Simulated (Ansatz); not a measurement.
# GeH2Cl (SMILES [Cl][GeH2]): U-revPBE/def2-TZVPP

Aim: the vertical ionisation energy of GeH2Cl at U-revPBE/def2-TZVPP, from 2 runs. 

The calculation is run with Ansatz 0.2.0.

39 further runs of the same task are left out: 39 set aside as unsound or not needed.

## (1) The system as given

GeH2Cl: 4 atoms, total charge 0, spin state doublet. SMILES: `[Cl][GeH2]`. The shape is that of a PBE0-D4/def2-TZVP optimisation.

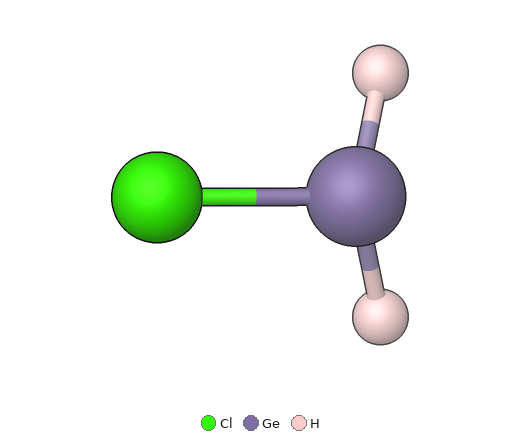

Viewed from a chosen angle; chlorine green, germanium purple, hydrogen pink.

## (2) The energy at U-revPBE/def2-TZVPP

The input, job.yaml:

```yaml
crystal:
  periodic: [false, false, false]
  atoms:
    - symbol: Cl
      position_ang: [-1.562900, 0.305200, 0.993500]
    - symbol: Ge
      position_ang: [0.106700, -0.451100, -0.141600]
    - symbol: H
      position_ang: [0.072700, 0.259600, -1.514200]
    - symbol: H
      position_ang: [1.383400, -0.113700, 0.662300]
basis:
  gaussian:
    orbitals: def2-TZVPP
magnetization:
  spin_polarized: true
  initial_magnetization: 1
hamiltonian:
  xc: {name: revPBE}
accuracy: high
output: {orbitals: {seedname: orbitals}}
```

Launch:

```bash
$ ansatz run job.yaml --threads 1 --pin off --max-ram 3480MiB --events-out events.jsonl --progress --plain --runs-dir runs
```

Standard output:

```text
Warning: RAYON_NUM_THREADS=1 ignored (pool sized by the plan → 1); use --threads N
Functional definition: revPBE
  name "revPBE"
  parameter kappa = 1.245
  parameter beta = 0.06672455060314922
  exchange = pbe_x(kappa = kappa, mu = beta*pi^2/3)
  correlation = pbe_c(beta = beta)
1798 factors; integrals over basis functions are off by at most 4.5e-9 eV
mean field evaluation 1: about -69066.1810 eV, gradient 1.8e1 eV
mean field evaluation 2: about -69065.8353 eV, gradient 2.4e1 eV
mean field evaluation 4: about -69067.1164 eV, gradient 1.4e0 eV
mean field evaluation 8: about -69067.1236 eV, gradient 3.3e-2 eV
mean field evaluation 16: about -69067.1236 eV, gradient 2.1e-5 eV
mean field -69067.12362762 eV, -2538.1699779371 hartree, gradient 2.8e-8 eV, S^2 0.751750; 0 other end points of the search recorded, 0 dependent functions left out
reference -69067.12363100 eV, -2538.1699780614 hartree; 26, 25 occupied and 92, 93 virtual orbitals, 1798 factors
Total energy: -69067.12363100 eV, -2538.1699780614 hartree
```

Run time: 7.8 s. Hardware: 1 thread of Arm Neoverse V2, shared host; peak memory 0.3 GiB.

## (3) The singlet cation at the same level

The input, molecule.yaml:

```yaml
crystal:
  periodic: [false, false, false]
  atoms:
    - {symbol: Cl, position_ang: [-1.562900, 0.305200, 0.993500]}
    - {symbol: Ge, position_ang: [0.106700, -0.451100, -0.141600]}
    - {symbol: H, position_ang: [0.072700, 0.259600, -1.514200]}
    - {symbol: H, position_ang: [1.383400, -0.113700, 0.662300]}
basis:
  gaussian: {orbitals: def2-TZVPP}
total_charge: 1
hamiltonian: {xc: {name: revPBE}}
accuracy: high
output: {orbitals: {seedname: orbitals}}
```

Launch:

```bash
$ ansatz run molecule.yaml --threads 1 --pin off --max-ram 3480MiB --events-out events.jsonl --progress --plain --runs-dir runs
```

Standard output:

```text
Warning: RAYON_NUM_THREADS=1 ignored (pool sized by the plan → 1); use --threads N
[... 6 set-up lines as earlier in the session ...]
1798 factors; integrals over basis functions are off by at most 4.5e-9 eV
mean field evaluation 1: about -69053.4322 eV, gradient 4.5e1 eV
mean field evaluation 2: about -69006.9146 eV, gradient 1.2e2 eV
mean field evaluation 4: about -69057.8242 eV, gradient 1.4e1 eV
mean field evaluation 8: about -69058.3888 eV, gradient 5.2e-1 eV
mean field evaluation 16: about -69058.3895 eV, gradient 6.5e-5 eV
mean field -69058.38945573 eV, -2537.8490030405 hartree, gradient 1.4e-8 eV, S^2 0.000000; 0 other end points of the search recorded, 0 dependent functions left out
reference -69058.38945915 eV, -2537.8490031661 hartree; 25, 25 occupied and 93, 93 virtual orbitals, 1798 factors
Total energy: -69058.38945915 eV, -2537.8490031661 hartree
```

Run time: 5.4 s. Hardware: 1 thread of Arm Neoverse V2, shared host; peak memory 0.25 GiB.

## (4) Outcome

Level: U-revPBE/def2-TZVPP.

| quantity | value |
| --- | --- |
| doublet GeH2Cl: total energy | -2538.16998 Eh |
| doublet GeH2Cl: HOMO energy (highest over α and β) | -5.48 eV |
| doublet GeH2Cl: LUMO energy (lowest over α and β) | -4.06 eV |
| doublet GeH2Cl: ⟨S²⟩ | 0.752 |
| singlet cation: total energy | -2537.84900 Eh |
| singlet cation: HOMO energy | -13.86 eV |
| singlet cation: LUMO energy | -11.89 eV |
| singlet cation: HOMO–LUMO gap | 1.97 eV |
| vertical ionisation energy (to the singlet cation) | 8.734 eV |

The vertical ionisation energy comes to 8.73 eV (843 kJ/mol). Only the singlet of the ionised species was computed; a triplet could lie lower.
